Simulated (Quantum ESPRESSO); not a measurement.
The Zn K edge of atom 1 in KZnF3 (Pm-3m), with 6 F at 2.02 Å (octahedral, site symmetry m-3m), was computed in 2 ways: full core hole (charged cell) and no core hole. Program and functional: Quantum ESPRESSO XSpectra, PBE, Lorentzian half width 0.83 eV up to 4 eV, rising linearly to 1.75 eV at 25 eV (not a setting of the program: the run's 0.4 eV curve was folded afterwards with a further Lorentzian); cells of 5 and 10 atoms (the run without a hole in the smaller).

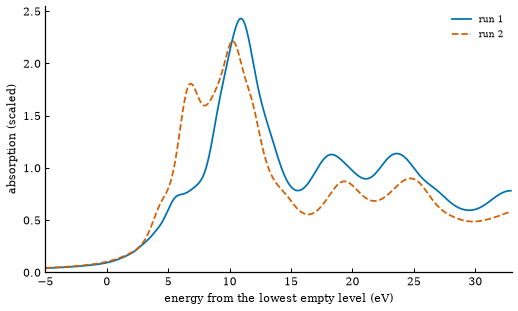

Each run is counted from its own lowest empty level or Fermi level and scaled to a mean of 1 over its first 20 eV. (XSpectra's own axis starts at xe0, in the gap; it has been shifted.)

**Question.** Which run is which?

Run 1: no core hole (area from −2 to 6 eV 2.2, main maxima 10.9 eV (2.43), 18.3 eV (1.13) and 23.6 eV (1.14)). Run 2: full core hole (charged cell) (area from −2 to 6 eV 2.8, main maxima 6.8 eV (1.81), 10.3 eV (2.21), 19.4 eV (0.87) and 24.7 eV (0.90)). With each curve scaled to its own mean, the area from −2 to 6 eV with the hole is 2.8 against 2.2, and the centre of weight from −1 to 20 eV moves by -1.2 eV: the hole pulls the absorber's empty states down.

[Hosts, paths, dates, database ids (printed as entryN), source tags and the programs' standing remarks are cut or masked in the printed files.]

[Lists of maxima count a maximum above −3 eV only where it reaches 4 % of the highest in the window and stands out from its surroundings by 2 % of it (1.5 % where it reaches 55 %); shoulders and weaker maxima are passed over, and of the rest the first, up to two pre-edge ones and the few strongest are named.]
